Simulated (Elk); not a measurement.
# How the basis cutoff moves the magnetism of KMnS2, part 2 of 2

One start of KMnS2 is run at each rung of the basis cutoff.

Elk 11.2.3 (patched build); PBE with U = 3.20 eV on Mn d; all-electron APW+lo, Dirac cores, scalar-relativistic bands.

So far, largest spin moment in the muffin-tin sphere (μB): step 2 (rung 1 (rgkmax 4.5), start ferro +) 3.89; step 3 (rgkmax 5.5, gmaxvr 12 1/bohr) 3.99; step 4 (rgkmax 6.5, gmaxvr 12 1/bohr) 4.01.

The structure was built from a prototype and need not be the compound's stable phase.

### Step 5. Rung 4 (rgkmax 7.5), start ferro +

File elk.in:

```
tasks
  0

xctype
  20

rgkmax
  7.5

nempty
  5

swidth
  0.005

reducebf
  0.6

epsengy
  1e-05

maxscl
  100

lmaxi
  3

mixtype
  1

beta0
  0.1

gmaxvr
  14.0

spinpol
  .true.

sppath
  './'

avec
  -3.62266167269 3.62266167269 12.66285633987
  3.62266167269 -3.62266167269 12.66285633987
  3.62266167269 3.62266167269 -12.66285633987

atoms
  3
  'K.in'
  1
  0.0000000000 0.0000000000 0.0000000000   0.000000 0.000000 0.000000
  'Mn.in'
  1
  0.2500000000 0.7500000000 0.5000000000   0.000000 0.000000 -0.675000
  'S.in'
  2
  0.6525790000 0.6525790000 0.0000000000   0.000000 0.000000 0.000000
  0.3474210000 0.3474210000 0.0000000000   0.000000 0.000000 0.000000

ngridk
  8 8 8

dft+u
  1 1
  2 2 0.117598 0.000000
```

Command:

```bash
$ OMP_NUM_THREADS=4 elk
```

Numbers of over 12 decimals in the logs are rounded to 6 here.

What it wrote:

```text
Warning(init1): few empty states an atom for a second variation :    5.000000000
 they are its basis, with spin, DFT+U, afieldc (12 by default), in Hartree-Fock and RDMFT; 30 and more for pressures
Warning(gndstate): core states of species 3 leak from the muffin-tin :   0.1643327454E-03
Warning(gndstate): forces or DFT+U at lmaxo under 8 : 6
  [figures from our tests cut]: type lmaxo 8 and lmaxapw 10

--- INFO.OUT ---
┌─────────────────────────┐
│ Elk code version 11.2.3 │
└─────────────────────────┘

[...]
Moments :
 interstitial                :   0.2493414190
 muffin-tins
  species : 1 (K)
   atom 1                    :   0.4572638688E-02
  species : 2 (Mn)
   atom 1                    :    4.023511220
  species : 3 (S)
   atom 1                    :  -0.1374815965
   atom 2                    :  -0.1374815965
 total in muffin-tins        :    3.753120666
 total moment                :    4.002462085

┌──────────────────────────────┐
│ Self-consistent loop stopped │
└──────────────────────────────┘

Warning : core states of species 3 leak from the muffin-tin :   0.1643327454E-03

Warning : forces or DFT+U at lmaxo under 8 : 6

Wrote STATE.OUT

[key lines of the parts left out:]
total energy                :     -2559.2240888860
```

It took 9 min on 4 threads of Arm Neoverse V1, shared host; peak memory 0.43 GiB.

Numbers from this step:

```
magnetization  : 4.002 μB
final state    : ferromagnetic
largest moment : 4.024 μB
```

The largest moment moves by +0.01 μB from rung 3, at 1.4 times its CPU time.

### Step 6. Rung 5 (rgkmax 8.5), start ferro +

Changes to elk.in since step 5:

```diff
@@ -7,3 +7,3 @@
 rgkmax
-  7.5
+  8.5
 
@@ -34,3 +34,3 @@
 gmaxvr
-  14.0
+  16.0
```

Command:

```bash
$ OMP_NUM_THREADS=4 elk
```

What it wrote:

```text
Warning(init1): few empty states an atom for a second variation :    5.000000000
 they are its basis, with spin, DFT+U, afieldc (12 by default), in Hartree-Fock and RDMFT; 30 and more for pressures
Warning(gndstate): core states of species 3 leak from the muffin-tin :   0.1643907680E-03
Warning(gndstate): forces or DFT+U at lmaxo under 8 : 6
  [figures from our tests cut]: type lmaxo 8 and lmaxapw 10

--- INFO.OUT ---
┌─────────────────────────┐
│ Elk code version 11.2.3 │
└─────────────────────────┘

[...]
Moments :
 interstitial                :   0.2461096652
 muffin-tins
  species : 1 (K)
   atom 1                    :   0.4598388454E-02
  species : 2 (Mn)
   atom 1                    :    4.026684792
  species : 3 (S)
   atom 1                    :  -0.1374557825
   atom 2                    :  -0.1374557825
 total in muffin-tins        :    3.756371615
 total moment                :    4.002481280

┌──────────────────────────────┐
│ Self-consistent loop stopped │
└──────────────────────────────┘

Warning : core states of species 3 leak from the muffin-tin :   0.1643907680E-03

Warning : forces or DFT+U at lmaxo under 8 : 6

Wrote STATE.OUT

[key lines of the parts left out:]
total energy                :     -2559.2277032092
```

It took 11 min on 4 threads; peak memory 0.48 GiB.

Numbers from this step:

```
magnetization  : 4.002 μB
final state    : ferromagnetic
largest moment : 4.027 μB
```

The largest moment is that of rung 4, at 1.2 times its CPU time.

### Step 7. A faulty input

An input with a fault is tried, to see how the program answers.

File elk.in:

```
tasks
  0

xctype
  20

rgkmax
  high

nempty
  5

swidth
  0.005

reducebf
  0.6

epsengy
  1e-05

maxscl
  100

lmaxi
  3

mixtype
  1

beta0
  0.1

spinpol
  .true.

sppath
  './'

avec
  -3.62266167269 3.62266167269 12.66285633987
  3.62266167269 -3.62266167269 12.66285633987
  3.62266167269 3.62266167269 -12.66285633987

atoms
  3
  'K.in'
  1
  0.0000000000 0.0000000000 0.0000000000   0.000000 0.000000 0.000000
  'Mn.in'
  1
  0.2500000000 0.7500000000 0.5000000000   0.000000 0.000000 -0.675000
  'S.in'
  2
  0.6525790000 0.6525790000 0.0000000000   0.000000 0.000000 0.000000
  0.3474210000 0.3474210000 0.0000000000   0.000000 0.000000 0.000000

ngridk
  8 8 8

dft+u
  1 1
  2 2 0.117598 0.000000
```

Command:

```bash
$ OMP_NUM_THREADS=4 elk
```

What it wrote:

```text
┌─────────────────────────────────┐
│ Elk code version 11.2.3 started │
└─────────────────────────────────┘

Error(readinput): error reading from elk.in
Problem occurred in 'rgkmax' block
Check input convention in manual
```

Elapsed: 0.01 s, on 4 threads; peak memory 0.05 GiB.

The program refused the input before any cycle.

The program's message: “Error(readinput): error reading from elk.in”

The fault put into the input: a word for a number.

The value must be typed in digits.

### Step 8. The rungs together

Ladder, by row:

```tsv
rung	rgkmax	state from the first start	moment, first (μB)	CPU time (s)
1	4.5	ferromagnetic	3.894	1175
2	5.5	ferromagnetic	3.99	1244
3	6.5	ferromagnetic	4.014	1513
4	7.5	ferromagnetic	4.024	2077
5	8.5	ferromagnetic	4.027	2468
```

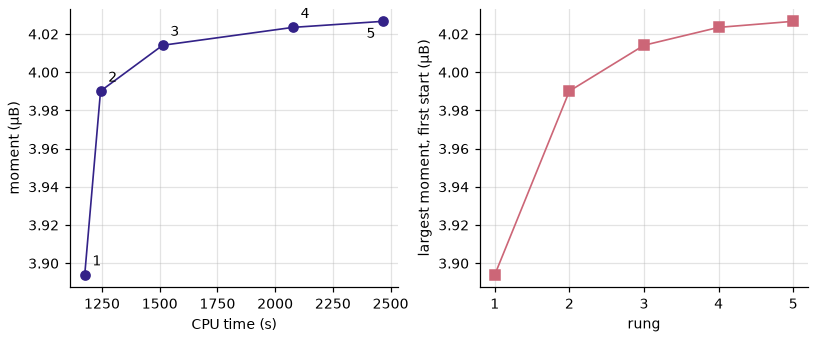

Result against cost, rungs numbered as in the table, and the moment by rung.

### Step 9. Results

```yaml
range_of_the_moment_in_the_table_first_start: 3.89 to 4.03 μB
range_of_cpu_time: 20 min to 41 min
first_rung_from_which_all_stay_within_0p03_mu_b_of_the_last: 3
```

In words: From rung 3 on the result stays within 0.013 μB of the last rung, inside the margin of 0.03 μB set for it, at 61 % of the last rung's cost. Only the parallel start was run, so no other order was compared. With a GGA and lmaxo under 10 this build's totals carry angular errors that reach some ten meV an atom in oxides, so smaller differences are in doubt.

[Logs and program files are shortened in this print: banners, set-up blocks, solver, clock and traceback lines can be left out without a mark of their own.]

[Logs are printed without paths, hosts, clocks, repeated set-up lines and the standing remarks that a program may print on its own settings, such as how far it seeks lower states.]

[Hosts, paths, dates, database ids (printed as entryN), source tags and the programs' standing remarks are cut or masked in the printed files.]

[Where a cell is said to come from a database of computed structures, the database is the Materials Project.]
